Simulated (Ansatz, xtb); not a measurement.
## How methods differ on C2H7InO (SMILES [CH3][In]([CH3])[OH])

The species is C2H7InO (11 atoms), meant as a singlet with charge 0. SMILES: `[CH3][In]([CH3])[OH]`. The coordinates come from a PBE0-D4/def2-TZVP relaxation.

Quantity: the electronic atomisation energy, in eV. The values are calculated. Electronic energies at fixed atoms, without zero-point motion or spin-orbit coupling.

```
                            level                   kind  program  value (eV)  less CCSD(T)/def2-SVP
                         GFN1-xTB         semi-empirical      xtb       59.04                 +22.04
     HF/def2-SVP (core potential)           Hartree–Fock   Ansatz       28.43                  -8.57
  SVWN5/def2-SVP (core potential)                    LDA   Ansatz       44.32                  +7.32
   BLYP/def2-SVP (core potential)                    GGA   Ansatz       38.14                  +1.14
 revPBE/def2-SVP (core potential)                    GGA   Ansatz       37.95                  +0.95
 r2SCAN/def2-SVP (core potential)               meta-GGA   Ansatz       38.90                  +1.90
    MP2/def2-SVP (core potential)    perturbation theory   Ansatz       37.34                  +0.34
CCSD(T)/def2-SVP (core potential)  coupled cluster or CI   Ansatz       37.00                   0.00
   CCSD/def2-SVP (core potential)  coupled cluster or CI   Ansatz       36.66                  -0.34
```

CCSD(T)/def2-SVP (core potential) is the highest level here, not the true value. Correlated wave functions underbind in double-zeta sets. The values span 28.43 to 59.04 eV. GFN1-xTB: no spin polarisation, so open shells miss the exchange term that lowers them. In the correlated wave-function rows the outer d shell of In is correlated, in sets not made for it.

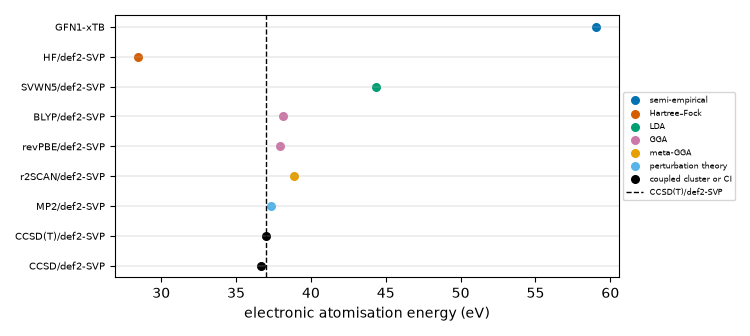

The values of the table, level by level.
